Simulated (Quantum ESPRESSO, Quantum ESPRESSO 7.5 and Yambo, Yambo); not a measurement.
# SrTiO3 (Tausonite): Bethe-Salpeter spectra with Yambo

Wanted: excitons and ε₂ of SrTiO3 (Tausonite), with cost.

Method: PBE and many-body steps on it, plane waves, in Quantum ESPRESSO 7.5 and Yambo 5.3.0.

### 1. The structure

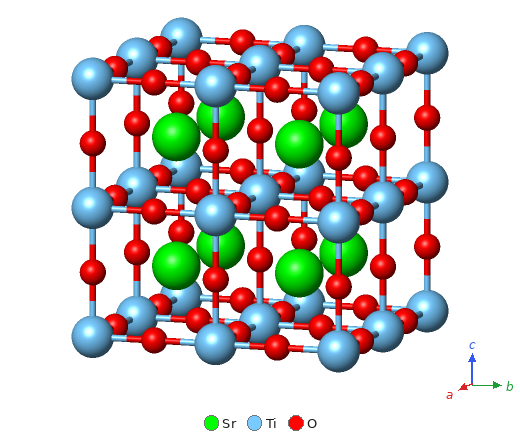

The cell as given, slightly off an axis (strontium green, titanium blue, oxygen red). 2×2×2 cells are drawn. Some periodic images of atoms are drawn too.

The cell and positions come from the Crystallography Open Database and are kept as given unless a step says otherwise.

### 2. Empty states on the mesh, 4×4×4 mesh, 67 bands

This step: Quantum ESPRESSO 7.5; DFT, PBE, plane waves, norm-conserving pseudopotentials.

The sums over transitions need many empty states on a uniform mesh; this step solves for them.

Input file pw.in:

```
&control
  calculation = 'nscf'
  prefix = 'x'
  outdir = 'o'
  pseudo_dir = 'pseudo'
/
&system
  ibrav = 0
  nat = 5
  ntyp = 3
  ecutwfc = 76.0
  nbnd = 67
  force_symmorphic = .true.
/
&electrons
  conv_thr = 1e-9
  electron_maxstep = 80
  diago_full_acc = .true.
  diago_thr_init = 5e-6
/
ATOMIC_SPECIES
  Sr 87.62 Sr.upf
  Ti 47.867 Ti.upf
  O 15.999 O.upf
CELL_PARAMETERS angstrom
  3.9052800000 0.0000000000 0.0000000000
  0.0000000000 3.9052800000 0.0000000000
  0.0000000000 0.0000000000 3.9052800000
ATOMIC_POSITIONS crystal
  Sr 0.5000000000 0.5000000000 0.5000000000
  Ti 0.0000000000 0.0000000000 0.0000000000
  O 0.5000000000 0.0000000000 0.0000000000
  O 0.0000000000 0.5000000000 0.0000000000
  O 0.0000000000 0.0000000000 0.5000000000
K_POINTS automatic
  4 4 4 0 0 0
```

On the command line:

```
$ OMP_NUM_THREADS=1 mpirun -n 8 pw.x -nk 4 -in pw.in > pw.out
```

Output:

```text
Program PWSCF v.7.5 starts

     This program is part of the open-source Quantum ESPRESSO suite
     for quantum simulation of materials; please cite
         "P. Giannozzi et al., J. Phys.:Condens. Matter 21 395502 (2009);
         "P. Giannozzi et al., J. Phys.:Condens. Matter 29 465901 (2017);
         "P. Giannozzi et al., J. Chem. Phys. 152 154105 (2020);
     in publications or presentations arising from this work. More details at

     Atomic positions and unit cell read from directory:
     o/x.save/

     Message from routine setup:
[...]
49.3499  49.5909  49.7696

          k = 0.0000 0.0000-0.5000 (  4484 PWs)   bands (ev):

[...]
37.7092  38.4477  42.4565  43.5042  43.7767  43.7767  44.6006  44.8174
    45.0273  45.7350  46.3178  46.3178  47.9504  47.9504  48.8065  49.2405
    49.3406  49.9430  51.8258

          k = 0.0000 0.2500 0.2500 (  4514 PWs)   bands (ev):

     [... further k-points ...]

     highest occupied, lowest unoccupied level (ev):    10.0469   11.9545

     XML data file, pseudopotentials, collected wavefunctions

=------------------------------------------------------------------------------=
   JOB DONE.
=------------------------------------------------------------------------------=
```

The job ended after 7.3 s (8 MPI ranks of AMD EPYC 7R43, shared host; peak memory 0.54 GiB; 56 s of CPU time).

Numbers from this step:

```yaml
gap: 1.908 eV
k_of_the_valence_top: -0.5, -0.5, -0.5
k_of_the_conduction_bottom: 0, 0, 0
least_direct_gap: 2.263 eV
k_points_computed: 10
lowest_point_of_the_top_converged_band_above_the_valence_top: 39.47 eV
```

On this mesh the gap is 1.908 eV.

The density comes from a self-consistent run that is not shown.

### 3. Conversion and set-up

This step: Yambo 5.3.0; conversion and set-up on PBE, plane waves, norm-conserving pseudopotentials.

The states are converted to the many-body program's format and the q mesh is built.

On the command line:

```
$ (cd o/x.save; p2y > p2y.log; mv SAVE ../..); yambo > setup.log
```

Output:

```text
 Yambo, version 5.3.0

 [02] CORE Variables Setup
 =========================

  [02.01] Unit cells
  ==================

  Cell kind             :  CUB
  Atoms in the cell     :  Sr  Ti  O
  number of Sr atoms    :  1
  number of Ti atoms    :  1
  number of O  atoms    :  3

  List of atomic masses
  Mass of Sr    :  87.62000
  Mass of Ti    :  47.86700
  Mass of O     :  15.99900

  List of atomic coordinates    : [cc]
  Sr1       :  3.689955  3.689955  3.689955  order 1
  Ti1       :  0.000000  0.000000  0.000000  order 2
  O1       :  3.689955  0.000000  0.000000  order 3
[...]
IBZ Q-points                                      :  10
 BZ  Q-points                                      :   64

 K/Q-points units:
 rlu = crystal or reduced units; cc = cartesian coordinates; iku = interal k-units

 Q [ 1]         [rlu]:  0.000000  0.000000  0.000000
 Q [ 2]         [rlu]:  0.000000  0.000000  0.250000
 Q [ 3]         [rlu]:  0.000000  0.000000 -0.500000
[...]
Q [ 8]         [rlu]:  0.250000  0.250000 -0.500000
 Q [ 9]         [rlu]:  0.250000 -0.500000 -0.500000
 Q [10]         [rlu]: -0.500000 -0.500000 -0.500000

  [03.01] X indexes
  =================

   [03.01.01] Sigma indexes
   ========================

 [06] Game Over & Game summary
```

The job ended after 5.8 s (1 MPI rank; peak memory 0.25 GiB).

### 4. Screening and self-energy, 4×4×4 mesh, 67 bands, screening to 95.2 eV

Now the one-shot GW correction: screening in the RPA, then the self-energy of the levels asked for.

This step: G0W0 on PBE, plane waves, norm-conserving pseudopotentials.

Input file gw1.in:

```
HF_and_locXC
gw0
dyson
ppa
em1d
rim_cut
RandQpts= 1000000
RandGvec= 1 RL
EXXRLvcs= 76 Ry
VXCRLvcs= 304 Ry
Chimod= "HARTREE"
% BndsRnXp
 1 | 67 |
%
NGsBlkXp= 7 Ry
% LongDrXp
 1 | 1 | 1 |
%
% GbndRnge
 1 | 67 |
%
DysSolver= "n"
ExtendOut
PPAPntXp= 27.21138 eV
% QPkrange
 10 | 10 | 19 | 22 |
 1 | 1 | 19 | 22 |
%
```

On the command line:

```
$ OMP_NUM_THREADS=1 mpirun -n 8 yambo -F gw1.in -J gw1 -C gw1 > gw1.log
```

Output:

```text
 Yambo, version 5.3.0

 [02] CORE Variables Setup
 =========================

  [... cell, symmetries and grids as in the set-up ...]

  [02.05] Energies & Occupations
  ==============================

  [X] === General ===
  [X] Electronic Temperature                        :  0.000000  0.000000 [eV K]
  [X] Bosonic    Temperature                        :  0.000000  0.000000 [eV K]
  [X] Finite Temperature mode                       : no
  [X] El. density                                   :  0.67159E+24 [cm-3]
[...]
QP @ state[ 1 ] b range                          :  19  22
   QP @ state[ 2 ] K range                          :  10  10
   QP @ state[ 2 ] b range                          :  19  22
   GF energies kind                                 : Perdew, Burke & Ernzerhof(X)+Perdew, Burke & Ernzerhof(C)
   GF WF`s kind                                     : Perdew, Burke & Ernzerhof(X)+Perdew, Burke & Ernzerhof(C)
   Xs energies kind                                 : Perdew, Burke & Ernzerhof(X)+Perdew, Burke & Ernzerhof(C)
   Xs WF`s kind                                     : Perdew, Burke & Ernzerhof(X)+Perdew, Burke & Ernzerhof(C)

 [11] Game Over & Game summary
```

Elapsed: 56 s, on 8 MPI ranks; peak memory 3.4 GiB.

Numbers from this step:

```
G0W0 gap on the points computed              : 3.537 eV
starting gap on the mesh                     : 1.908 eV
k of the valence top                         : -0.5, -0.5, -0.5
k of the conduction bottom                   : 0, 0, 0
least direct G0W0 gap on the computed points : 3.889 eV
```

The gap on the mesh goes from 1.91 eV to 3.54 eV, a correction of +1.63 eV.

The gap opens by 1.629 eV; the next steps shift the empty bands rigidly by 1.626 eV. The exciton steps add spin-orbit coupling, which this shift does not hold.

### 5. Empty states on the mesh, 4×4×4 mesh, 66 bands

This step: Quantum ESPRESSO 7.5; DFT, PBE with spin-orbit coupling, plane waves, norm-conserving pseudopotentials.

pw.in, as its differences from that of step 2:

```diff
@@ -11,4 +11,6 @@
   ecutwfc = 76.0
-  nbnd = 67
+  nbnd = 66
   force_symmorphic = .true.
+  noncolin = .true.
+  lspinorb = .true.
 /
```

On the command line:

```
$ OMP_NUM_THREADS=1 mpirun -n 8 pw.x -nk 4 -in pw.in > pw.out
```

Output:

```text
[banner, memory and clock lines left out]
Program PWSCF v.7.5 starts

     Atomic positions and unit cell read from directory:
     o/x.save/

     Message from routine setup:
     using ibrav=0 with symmetry is DISCOURAGED, use correct ibrav instead

     bravais-lattice index     =            0
     lattice parameter (alat)  =       7.3799  a.u.
     unit-cell volume          =     401.9325 (a.u.)^3
     number of atoms/cell      =            5
     number of atomic types    =            3
     number of electrons       =        40.00
[...]
26.7896  26.7896

          k = 0.0000 0.0000 0.2500 (  4504 PWs)   bands (ev):

[...]
26.5499  26.5500

          k = 0.0000 0.0000-0.5000 (  4484 PWs)   bands (ev):

[...]
16.6440  16.6440  17.3925  17.3925  17.5172  17.5172  18.1289  18.1289
    19.4986  19.4986  19.5281  19.5281  20.4075  20.4075  21.7985  21.7985
    24.9641  24.9641

          k = 0.0000 0.2500 0.2500 (  4514 PWs)   bands (ev):

     [... further k-points ...]

     highest occupied, lowest unoccupied level (ev):    10.0557   11.9475

     XML data file, pseudopotentials, collected wavefunctions
```

Run time: 11 s. Hardware: 8 MPI ranks; peak memory 0.7 GiB; 87 s of CPU time.

This step gave:

| Item | Value |
| --- | --- |
| gap | 1.892 eV |
| k of the valence top | -0.5, -0.5, -0.5 |
| k of the conduction bottom | 0, 0, 0 |
| least direct gap | 2.231 eV |
| k points computed | 10 |
| lowest point of the top converged band, above the valence top | 12.12 eV |

On this mesh the gap is 1.892 eV.

The density comes from a self-consistent run that is not shown, made with spin-orbit coupling and fully relativistic files.

### 6. Conversion and set-up

This step: Yambo 5.3.0; conversion and set-up on PBE with spin-orbit coupling, plane waves, norm-conserving pseudopotentials.

On the command line:

```
$ (cd o/x.save; p2y > p2y.log; mv SAVE ../..); yambo > setup.log
```

Output:

```text
 Yambo, version 5.3.0

 [02] CORE Variables Setup
 =========================

  [02.01] Unit cells
  ==================

  Cell kind             :  CUB
  Atoms in the cell     :  Sr  Ti  O
  number of Sr atoms    :  1
  number of Ti atoms    :  1
  number of O  atoms    :  3

  List of atomic masses
  Mass of Sr    :  87.62000
  Mass of Ti    :  47.86700
  Mass of O     :  15.99900

  List of atomic coordinates    : [cc]
  Sr1       :  3.689955  3.689955  3.689955  order 1
  Ti1       :  0.000000  0.000000  0.000000  order 2
  O1       :  3.689955  0.000000  0.000000  order 3
[...]
IBZ Q-points                                      :  10
 BZ  Q-points                                      :   64

 K/Q-points units:
 rlu = crystal or reduced units; cc = cartesian coordinates; iku = interal k-units

 Q [ 1]         [rlu]:  0.000000  0.000000  0.000000
 Q [ 2]         [rlu]:  0.000000  0.000000  0.250000
 Q [ 3]         [rlu]:  0.000000  0.000000 -0.500000
[...]
Q [ 8]         [rlu]:  0.250000  0.250000 -0.500000
 Q [ 9]         [rlu]:  0.250000 -0.500000 -0.500000
 Q [10]         [rlu]: -0.500000 -0.500000 -0.500000

  [03.01] X indexes
  =================

   [03.01.01] Sigma indexes
   ========================

 [06] Game Over & Game summary
```

Run time: 6.8 s. Hardware: 1 MPI rank; peak memory 0.25 GiB.

(Continued in part 2 of 3.)

[Paths, hosts, dates, memory and timing lines, banners, echoed tables and standing remarks are left out of the program output.]

[Logs are printed without paths, hosts, clocks, repeated set-up lines and the standing remarks that a program may print on its own settings, such as how far it seeks lower states.]

[Runs of the session that timed out or met a known fault of the program may be left out.]

[Hosts, paths, dates, database ids (printed as entryN), source tags and the programs' standing remarks are cut or masked in the printed files.]
